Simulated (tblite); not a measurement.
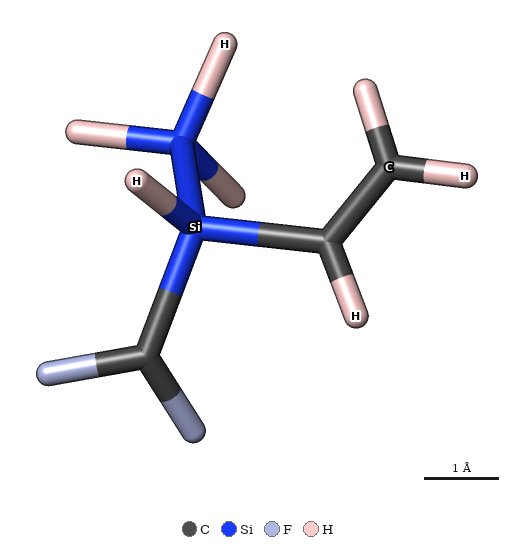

Fig. 1: The structure as given in the input (stick view, seen at a tilt).

**C3H7F2Si2: frequency calculation**

The run: frequency calculation of C3H7F2Si2, multiplicity 2. Method and program: GFN2-xTB harmonic vibrations, gas phase (tblite 0.8.0).

It belongs to a series of runs on one base structure; here: H removed from sp3 C.

## Output
```
mode    cm-1     km/mol
  1       1.3      0.33
  2      36.1      0.12
  3      43.2      0.12
  4      71.9      1.85
  5      93.2      1.60
  6     118.7      2.71
  7     251.1      5.65
  8     273.9      7.68
  9     308.3      3.39
 10     380.6     26.95
 11     422.9     26.13
 12     427.6     14.02
 13     450.1      0.72
 14     485.8      4.98
 15     608.6    227.19
 16     626.6     59.45
 17     657.4     47.06
 18     723.0     61.00
 19     759.8    614.33
 20     793.3    145.72
 21     795.3    157.61
 22     917.4     11.23
 23    1008.6      1.41
 24    1022.7     15.81
 25    1098.1    165.01
 26    1216.9    317.74
 27    1267.4      2.44
 28    1421.7      2.82
 29    1663.2      5.67
 30    2180.3    210.01
 31    2231.9    248.48
 32    2250.5    272.23
 33    2254.8    307.19
 34    3034.9     11.73
 35    3077.4     26.46
 36    3095.1     48.38
```

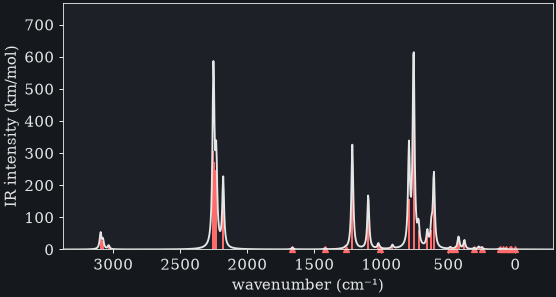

Fig. 2: Harmonic infrared spectrum, unscaled: sticks (degenerate modes added up, dark ones marked on the axis) with a Lorentzian envelope of 16 cm⁻¹ full width, scaled to the tallest stick. 36 modes from 1 to 3095 cm⁻¹, none imaginary. The strongest line is at 760 cm⁻¹ (614 km/mol).

This output came from the following input.

## The input
```
{"job": {"kind": "ir", "xc": "GFN2-xTB", "basis": "xTB"}, "charge": 0, "multiplicity": 2}
C     -2.303007    -0.755641    -0.040685
C     -1.437603     0.086046    -0.583920
Si     0.138253     0.658288     0.278183
Si     1.507931    -1.156278     0.845120
C      0.888286     1.874147    -0.925092
F      1.049603     1.585026    -2.226469
F      1.909132     2.663599    -0.554780
H     -2.157295    -1.157696     0.949796
H     -3.199174    -1.079979    -0.547074
H     -1.637396     0.455398    -1.582346
H     -0.185807     1.519817     1.426043
H      1.900085    -1.928460    -0.336171
H      2.726491    -0.703818     1.518980
H      0.799823    -2.060920     1.756247
```

The first line tells a small driver script what to run in tblite; the rest is the geometry in Å.

Launch command:
```bash
OMP_NUM_THREADS=1 python <driver script> task.json out
```

## Results in brief

```json
{"quantity": "outcome", "value": "converged"}
{"quantity": "total energy", "value": "−620.0718 eV"}
{"quantity": "zero-point energy", "value": "51.5640 kcal/mol"}
{"quantity": "hardware", "value": "1 CPU thread, shared host"}
{"quantity": "peak memory", "value": "0.18 GiB"}
```
